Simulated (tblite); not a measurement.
C₆H₁₄N₂Si₂: geometry relaxation (part 3 of 4)

C₆H₁₄N₂Si₂; GFN2-xTB geometry optimisation, gas phase (tblite 0.8.0). 

Geometry of the input (Å):
```
C  -3.3093  -0.4727  0.1703
N  -2.1177  0.1955  -0.1364
C  -2.0982  1.5618  -0.4020
Si -0.6208  -0.6522  0.1310
C  0.3489  -0.7326  -1.4200
C  1.6528  -0.7142  -1.4684
Si 2.6840  -0.6118  0.0580
N  4.0174  0.5614  -0.2858
C  1.7124  -0.0434  1.5137
C  0.3740  -0.0558  1.5570
H  -3.0859  -1.4067  0.7208
H  -3.7882  -0.7895  -0.7846
H  -4.0034  0.1694  0.7687
H  -3.1524  1.9060  -0.5561
H  -1.6003  1.8061  -1.3836
H  -1.6619  2.2355  0.3834
H  -0.9526  -2.0659  0.4583
H  -0.2078  -0.7961  -2.3715
H  2.1515  -0.7557  -2.4230
H  3.2827  -1.9389  0.3369
H  4.6949  0.4514  0.4908
H  3.5722  1.5137  -0.2449
H  2.2185  0.3505  2.4267
H  -0.1224  0.3041  2.4681
```

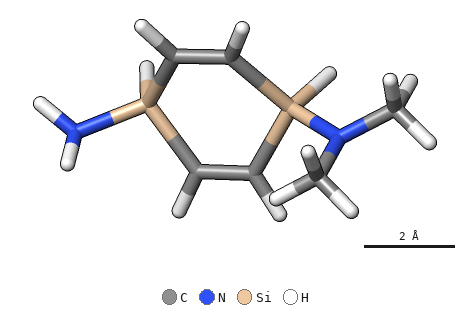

Fig. 1: The geometry at step 118 of the log (stick view, seen at a tilt).

Trajectory as extended XYZ, continued
```
24
Properties=species:S:1:pos:R:3:forces:R:3 step=90 energy=-795.48703
C    -3.4100   -0.4239    0.3224    0.0090   0.0040   0.0040
N    -2.1489    0.0108   -0.2148    0.0060  -0.0030   0.0080
C    -2.1238    1.4246   -0.4953    0.0080  -0.0150  -0.0130
Si   -0.6624   -0.8217    0.0887   -0.0140  -0.0180  -0.0160
C     0.3889   -0.6560   -1.4649   -0.0110   0.0000   0.0060
C     1.7149   -0.5651   -1.4498   -0.0020   0.0020   0.0000
Si    2.7363   -0.5545    0.1278    0.0030   0.0130  -0.0150
N     4.1212    0.4320   -0.2021    0.0040  -0.0340   0.0040
C     1.6310    0.0552    1.5284    0.0020  -0.0080   0.0110
C     0.3072   -0.0855    1.5298    0.0100   0.0020   0.0080
H    -3.3908   -1.5000    0.4684   -0.0010   0.0000   0.0060
H    -4.2160   -0.1774   -0.3765    0.0120  -0.0080   0.0060
H    -3.6406    0.0551    1.2840    0.0190   0.0000  -0.0170
H    -2.9323    1.6843   -1.1840   -0.0240  -0.0020  -0.0280
H    -1.1731    1.6842   -0.9548    0.0020   0.0170  -0.0070
H    -2.2480    2.0277    0.4136   -0.0010  -0.0070   0.0060
H    -1.0247   -2.2252    0.3418   -0.0040   0.0270   0.0070
H    -0.1326   -0.6522   -2.4180    0.0030   0.0030   0.0050
H     2.2551   -0.4918   -2.3887    0.0030   0.0130   0.0090
H     3.2728   -1.8807    0.4700    0.0100   0.0080  -0.0110
H     4.8257    0.5346    0.5103   -0.0190  -0.0180  -0.0150
H     3.9889    1.3107   -0.6757    0.0000   0.0220  -0.0090
H     2.1129    0.5429    2.3721   -0.0040  -0.0110   0.0270
H    -0.2634    0.2914    2.3748   -0.0100   0.0130   0.0220
24
Properties=species:S:1:pos:R:3:forces:R:3 step=96 energy=-795.48916
C    -3.4004   -0.4218    0.3269   -0.0160  -0.0100  -0.0030
N    -2.1447    0.0181   -0.2150   -0.0100  -0.0030  -0.0250
C    -2.1349    1.4285   -0.5105   -0.0110   0.0150   0.0020
Si   -0.6607   -0.8134    0.0888    0.0320   0.0230   0.0430
C     0.3870   -0.6501   -1.4639    0.0090  -0.0020   0.0010
C     1.7126   -0.5600   -1.4453   -0.0010   0.0080  -0.0090
Si    2.7333   -0.5470    0.1314   -0.0160   0.0050   0.0170
N     4.1210    0.4292   -0.2153   -0.0130   0.0200   0.0040
C     1.6300    0.0451    1.5450   -0.0040   0.0050   0.0000
C     0.3048   -0.0881    1.5409    0.0050  -0.0010   0.0000
H    -3.3742   -1.4962    0.4839    0.0020  -0.0030  -0.0050
H    -4.2066   -0.1869   -0.3749   -0.0180  -0.0090   0.0140
H    -3.6315    0.0630    1.2841   -0.0060   0.0210   0.0070
H    -2.9442    1.6725   -1.2071    0.0200  -0.0160   0.0100
H    -1.1847    1.6996   -0.9652   -0.0060  -0.0040  -0.0080
H    -2.2728    2.0359    0.3946   -0.0040  -0.0040  -0.0220
H    -1.0177   -2.2170    0.3380   -0.0220  -0.0080   0.0150
H    -0.1347   -0.6535   -2.4165    0.0090   0.0120  -0.0080
H     2.2569   -0.4918   -2.3815    0.0060   0.0170  -0.0130
H     3.2794   -1.8715    0.4616    0.0060  -0.0130   0.0040
H     4.8374    0.5104    0.4874    0.0040  -0.0030  -0.0060
H     3.9915    1.3196   -0.6701   -0.0020  -0.0220   0.0150
H     2.1108    0.5152    2.4003    0.0010  -0.0140  -0.0090
H    -0.2694    0.2799    2.3899    0.0340  -0.0130  -0.0230
24
Properties=species:S:1:pos:R:3:forces:R:3 step=101 energy=-795.49024
C    -3.4005   -0.4197    0.3338    0.0080   0.0080   0.0000
N    -2.1470    0.0190   -0.2170    0.0010  -0.0030   0.0040
C    -2.1442    1.4283   -0.5192    0.0040  -0.0170  -0.0160
Si   -0.6595   -0.8079    0.0898   -0.0240  -0.0080  -0.0370
C     0.3903   -0.6462   -1.4642    0.0020   0.0090  -0.0020
C     1.7161   -0.5573   -1.4451    0.0070   0.0020   0.0130
Si    2.7337   -0.5476    0.1341    0.0240  -0.0280  -0.0090
N     4.1180    0.4306   -0.2142    0.0130  -0.0030   0.0010
C     1.6319    0.0378    1.5497    0.0150  -0.0060  -0.0060
C     0.3069   -0.0905    1.5424    0.0030  -0.0020  -0.0040
H    -3.3713   -1.4932    0.4957   -0.0010   0.0050   0.0160
H    -4.2120   -0.1916   -0.3642   -0.0070  -0.0010   0.0000
H    -3.6271    0.0749    1.2880   -0.0010  -0.0130  -0.0060
H    -2.9463    1.6586   -1.2264   -0.0170   0.0090  -0.0210
H    -1.1921    1.7058   -0.9651    0.0070  -0.0080  -0.0070
H    -2.2996    2.0400    0.3789    0.0010   0.0020   0.0070
H    -1.0268   -2.2113    0.3355    0.0010   0.0130   0.0130
H    -0.1275   -0.6455   -2.4191   -0.0100   0.0060   0.0100
H     2.2635   -0.4882   -2.3803   -0.0160   0.0140   0.0070
H     3.2937   -1.8686    0.4607   -0.0180  -0.0010   0.0010
H     4.8483    0.4967    0.4749    0.0100   0.0040   0.0090
H     3.9925    1.3232   -0.6631   -0.0130   0.0150   0.0020
H     2.1118    0.4981    2.4099    0.0170   0.0020   0.0030
H    -0.2644    0.2744    2.3922   -0.0070   0.0020   0.0220
24
Properties=species:S:1:pos:R:3:forces:R:3 step=107 energy=-795.49178
C    -3.4007   -0.4189    0.3339   -0.0050   0.0020   0.0130
N    -2.1505    0.0191   -0.2246   -0.0040   0.0030   0.0040
C    -2.1536    1.4255   -0.5392   -0.0050   0.0060   0.0000
Si   -0.6607   -0.7996    0.0919    0.0020  -0.0030   0.0360
C     0.3915   -0.6367   -1.4586   -0.0180  -0.0030   0.0140
C     1.7172   -0.5465   -1.4387   -0.0140   0.0080  -0.0150
Si    2.7410   -0.5511    0.1369   -0.0140   0.0180  -0.0170
N     4.1203    0.4328   -0.2163    0.0070  -0.0220   0.0050
C     1.6401    0.0253    1.5578    0.0010  -0.0110  -0.0040
C     0.3135   -0.0935    1.5484    0.0100   0.0050   0.0060
H    -3.3643   -1.4888    0.5160   -0.0030  -0.0070  -0.0070
H    -4.2166   -0.2066   -0.3639    0.0090  -0.0070  -0.0140
H    -3.6298    0.0867    1.2805    0.0020   0.0180   0.0230
H    -2.9604    1.6489   -1.2447    0.0090  -0.0010  -0.0010
H    -1.2034    1.7019   -0.9905   -0.0060  -0.0070  -0.0080
H    -2.3063    2.0435    0.3563    0.0020  -0.0050  -0.0210
H    -1.0371   -2.1969    0.3557    0.0130  -0.0070  -0.0070
H    -0.1293   -0.6316   -2.4119    0.0090   0.0170   0.0020
H     2.2580   -0.4642   -2.3762    0.0170  -0.0020   0.0020
H     3.2933   -1.8751    0.4580    0.0060  -0.0120  -0.0050
H     4.8678    0.4835    0.4560   -0.0110   0.0170  -0.0020
H     3.9866    1.3316   -0.6515    0.0040  -0.0030   0.0220
H     2.1246    0.4685    2.4254   -0.0060  -0.0010  -0.0160
H    -0.2529    0.2621    2.4067   -0.0040  -0.0030  -0.0080
24
Properties=species:S:1:pos:R:3:forces:R:3 step=113 energy=-795.49270
C    -3.3989   -0.4164    0.3433   -0.0040  -0.0050  -0.0060
N    -2.1532    0.0229   -0.2244    0.0060   0.0010   0.0080
C    -2.1645    1.4262   -0.5530   -0.0020   0.0030   0.0030
Si   -0.6617   -0.7921    0.0935    0.0200  -0.0020   0.0040
C     0.3910   -0.6303   -1.4574   -0.0030   0.0130  -0.0060
C     1.7170   -0.5447   -1.4393    0.0110  -0.0050   0.0000
Si    2.7447   -0.5591    0.1328   -0.0040   0.0190   0.0190
N     4.1219    0.4313   -0.2155   -0.0020   0.0080   0.0020
C     1.6464    0.0109    1.5584   -0.0150   0.0080   0.0060
C     0.3187   -0.0937    1.5487   -0.0020  -0.0090   0.0040
H    -3.3538   -1.4838    0.5403   -0.0010   0.0090   0.0070
H    -4.2148   -0.2246   -0.3607   -0.0060   0.0110   0.0140
H    -3.6299    0.1033    1.2826   -0.0080  -0.0010  -0.0110
H    -2.9689    1.6411   -1.2641    0.0030  -0.0220   0.0010
H    -1.2146    1.7050   -1.0028    0.0050  -0.0090  -0.0080
H    -2.3253    2.0504    0.3362    0.0050   0.0040  -0.0100
H    -1.0360   -2.1899    0.3579    0.0090  -0.0100  -0.0090
H    -0.1270   -0.6178   -2.4118   -0.0140   0.0100   0.0000
H     2.2614   -0.4629   -2.3750   -0.0110   0.0020  -0.0050
H     3.3003   -1.8826    0.4493    0.0080  -0.0140  -0.0120
H     4.8738    0.4783    0.4521   -0.0120  -0.0160   0.0140
H     3.9743    1.3421   -0.6207   -0.0010  -0.0010  -0.0020
H     2.1334    0.4459    2.4282    0.0070   0.0020  -0.0070
H    -0.2461    0.2601    2.4089    0.0130   0.0040  -0.0060
24
Properties=species:S:1:pos:R:3:forces:R:3 step=118 energy=-795.49452
C    -3.3978   -0.4107    0.3579    0.0000   0.0080   0.0060
N    -2.1527    0.0243   -0.2147   -0.0040   0.0010   0.0050
C    -2.1748    1.4179   -0.5822   -0.0040  -0.0130   0.0050
Si   -0.6579   -0.7854    0.1003   -0.0130   0.0010  -0.0010
C     0.3883   -0.6042   -1.4532    0.0000  -0.0050   0.0080
C     1.7155   -0.5339   -1.4390   -0.0190  -0.0070  -0.0090
Si    2.7475   -0.5691    0.1300   -0.0020  -0.0110  -0.0200
N     4.1220    0.4301   -0.2105   -0.0140   0.0180   0.0270
C     1.6549   -0.0070    1.5620    0.0210  -0.0210   0.0110
C     0.3265   -0.1011    1.5594    0.0190   0.0240  -0.0150
H    -3.3420   -1.4730    0.5788   -0.0190   0.0240   0.0250
H    -4.2175   -0.2412   -0.3484    0.0320  -0.0020  -0.0140
H    -3.6379    0.1330    1.2815    0.0150  -0.0290   0.0080
H    -2.9834    1.6001   -1.2973    0.0200   0.0080  -0.0180
H    -1.2263    1.6942   -1.0376   -0.0220  -0.0200  -0.0140
H    -2.3433    2.0666    0.2876    0.0040  -0.0020   0.0060
H    -1.0225   -2.1886    0.3571    0.0060   0.0120  -0.0170
H    -0.1373   -0.5748   -2.4036    0.0110   0.0040   0.0040
H     2.2577   -0.4491   -2.3755   -0.0090   0.0140  -0.0100
H     3.3072   -1.8981    0.4210   -0.0060   0.0160  -0.0060
H     4.8743    0.4589    0.4585   -0.0110  -0.0050  -0.0060
H     3.9618    1.3564   -0.5758    0.0160  -0.0250   0.0020
H     2.1561    0.4154    2.4296   -0.0210   0.0220   0.0200
H    -0.2303    0.2591    2.4216    0.0010  -0.0120   0.0040
24
Properties=species:S:1:pos:R:3:forces:R:3 step=124 energy=-795.49660
C    -3.3985   -0.4032    0.3739    0.0000  -0.0070   0.0120
N    -2.1534    0.0211   -0.2048   -0.0050   0.0020   0.0100
C    -2.1839    1.4009   -0.6177    0.0040   0.0050  -0.0120
Si   -0.6550   -0.7776    0.1137    0.0050  -0.0070  -0.0040
C     0.3817   -0.5742   -1.4425   -0.0070  -0.0070  -0.0080
C     1.7089   -0.5124   -1.4377   -0.0020   0.0060  -0.0050
Si    2.7469   -0.5760    0.1256   -0.0010   0.0390   0.0080
N     4.1198    0.4287   -0.2001    0.0140  -0.0100   0.0110
C     1.6687   -0.0267    1.5744   -0.0110   0.0150  -0.0030
C     0.3391   -0.1048    1.5727   -0.0040  -0.0150   0.0030
H    -3.3446   -1.4599    0.6183   -0.0050  -0.0080   0.0060
H    -4.2131   -0.2477   -0.3418    0.0160  -0.0060   0.0210
H    -3.6411    0.1544    1.2883    0.0040   0.0040  -0.0080
H    -2.9924    1.5525   -1.3409    0.0110   0.0220   0.0130
H    -1.2384    1.6648   -1.0866   -0.0120  -0.0040   0.0090
H    -2.3540    2.0774    0.2313    0.0010  -0.0110  -0.0320
H    -1.0092   -2.1857    0.3566   -0.0010   0.0090  -0.0070
H    -0.1494   -0.5226   -2.3884   -0.0030  -0.0050  -0.0090
H     2.2442   -0.4126   -2.3768   -0.0060   0.0120   0.0000
H     3.3030   -1.9092    0.3917    0.0090  -0.0180   0.0030
H     4.8810    0.4343    0.4587   -0.0020   0.0000   0.0040
H     3.9676    1.3624   -0.5476    0.0000  -0.0110  -0.0010
H     2.1723    0.3897    2.4444   -0.0080  -0.0090  -0.0050
H    -0.2120    0.2461    2.4426    0.0020   0.0050  -0.0050
24
Properties=species:S:1:pos:R:3:forces:R:3 step=130 energy=-795.49765
C    -3.3925   -0.3993    0.3956   -0.0020   0.0020  -0.0030
N    -2.1550    0.0179   -0.2041    0.0020  -0.0060   0.0030
C    -2.1909    1.3896   -0.6431    0.0000   0.0030   0.0020
Si   -0.6540   -0.7760    0.1124    0.0080   0.0110  -0.0010
C     0.3783   -0.5588   -1.4442    0.0080  -0.0010   0.0000
C     1.7056   -0.4963   -1.4393    0.0040   0.0110   0.0020
Si    2.7453   -0.5755    0.1239   -0.0180  -0.0180   0.0000
N     4.1248    0.4219   -0.1896    0.0030  -0.0190  -0.0120
C     1.6693   -0.0311    1.5763   -0.0070  -0.0030   0.0000
C     0.3398   -0.1103    1.5756   -0.0180   0.0010  -0.0060
H    -3.3421   -1.4558    0.6432    0.0100   0.0070   0.0040
H    -4.2151   -0.2414   -0.3089   -0.0120  -0.0090   0.0070
H    -3.6190    0.1638    1.3104    0.0010   0.0060   0.0050
H    -2.9822    1.5271   -1.3876   -0.0040  -0.0170   0.0000
H    -1.2369    1.6557   -1.0911    0.0040   0.0010  -0.0100
H    -2.3893    2.0772    0.1886    0.0070   0.0140   0.0140
H    -1.0007   -2.1865    0.3449   -0.0100  -0.0110   0.0010
H    -0.1543   -0.4973   -2.3888    0.0040  -0.0090  -0.0010
H     2.2383   -0.3864   -2.3788    0.0060   0.0100   0.0050
H     3.2975   -1.9148    0.3777   -0.0120   0.0080   0.0020
H     4.8829    0.4205    0.4719    0.0130   0.0060   0.0150
H     3.9759    1.3563   -0.5344    0.0140   0.0240  -0.0070
H     2.1717    0.3788    2.4497    0.0040  -0.0010  -0.0110
H    -0.2089    0.2403    2.4473   -0.0070  -0.0080  -0.0110
24
Properties=species:S:1:pos:R:3:forces:R:3 step=135 energy=-795.49832
C    -3.3909   -0.3981    0.4033    0.0080   0.0040   0.0100
N    -2.1559    0.0117   -0.2064    0.0050   0.0100  -0.0010
C    -2.1877    1.3811   -0.6539   -0.0060   0.0000   0.0040
Si   -0.6542   -0.7790    0.1136   -0.0060  -0.0150  -0.0080
C     0.3761   -0.5515   -1.4430    0.0020  -0.0080  -0.0050
C     1.7025   -0.4768   -1.4389    0.0050   0.0020   0.0000
Si    2.7403   -0.5702    0.1237    0.0190   0.0060  -0.0030
N     4.1316    0.4134   -0.1882    0.0010   0.0170   0.0090
C     1.6646   -0.0290    1.5770    0.0090   0.0060  -0.0050
C     0.3354   -0.1122    1.5781    0.0040  -0.0060  -0.0030
H    -3.3437   -1.4557    0.6462    0.0040  -0.0010   0.0080
H    -4.2212   -0.2324   -0.2899    0.0000  -0.0060  -0.0070
H    -3.6028    0.1626    1.3228   -0.0060   0.0090   0.0120
H    -2.9734    1.5113   -1.4052   -0.0130   0.0030   0.0050
H    -1.2306    1.6429   -1.0980    0.0020   0.0020  -0.0100
H    -2.3896    2.0756    0.1719    0.0030  -0.0030  -0.0010
H    -1.0005   -2.1903    0.3456   -0.0020  -0.0010  -0.0040
H    -0.1580   -0.4904   -2.3868    0.0030  -0.0010  -0.0020
H     2.2348   -0.3551   -2.3769    0.0040   0.0050  -0.0010
H     3.2784   -1.9155    0.3745   -0.0050   0.0000   0.0000
H     4.8826    0.4180    0.4826   -0.0120  -0.0140   0.0010
H     3.9941    1.3465   -0.5440    0.0020  -0.0140  -0.0020
H     2.1706    0.3804    2.4484   -0.0110   0.0030   0.0070
H    -0.2142    0.2326    2.4511   -0.0080   0.0000  -0.0040
24
Properties=species:S:1:pos:R:3:forces:R:3 step=141 energy=-795.49949
C    -3.3830   -0.3890    0.4313   -0.0150  -0.0060   0.0040
N    -2.1547    0.0183   -0.1930   -0.0080  -0.0120  -0.0080
C    -2.2002    1.3731   -0.6803    0.0060  -0.0030  -0.0110
Si   -0.6536   -0.7802    0.1061    0.0070   0.0030   0.0090
C     0.3792   -0.5403   -1.4470   -0.0130   0.0150  -0.0030
C     1.7048   -0.4532   -1.4406   -0.0080  -0.0100  -0.0150
Si    2.7418   -0.5695    0.1197   -0.0160   0.0190   0.0060
N     4.1388    0.4097   -0.1751    0.0070  -0.0220   0.0130
C     1.6658   -0.0414    1.5767   -0.0080  -0.0040   0.0170
C     0.3365   -0.1236    1.5748    0.0000   0.0110  -0.0030
H    -3.3240   -1.4386    0.7043    0.0180  -0.0030   0.0110
H    -4.2171   -0.2569   -0.2651   -0.0020   0.0140   0.0030
H    -3.6009    0.1938    1.3360    0.0030   0.0130  -0.0110
H    -2.9915    1.4762   -1.4302   -0.0160  -0.0040   0.0010
H    -1.2479    1.6275   -1.1393   -0.0030   0.0070   0.0000
H    -2.4025    2.0917    0.1241    0.0080  -0.0090   0.0150
H    -1.0024   -2.1922    0.3318    0.0010   0.0010  -0.0100
H    -0.1558   -0.4694   -2.3894    0.0080  -0.0040  -0.0140
H     2.2376   -0.3147   -2.3760   -0.0020   0.0010  -0.0080
H     3.2684   -1.9201    0.3532    0.0140  -0.0340   0.0050
H     4.8845    0.3929    0.5008    0.0110   0.0120  -0.0020
H     4.0102    1.3489   -0.5155    0.0070   0.0140  -0.0020
H     2.1704    0.3567    2.4539   -0.0070   0.0180   0.0030
H    -0.2163    0.2199    2.4465    0.0070  -0.0160   0.0010
```
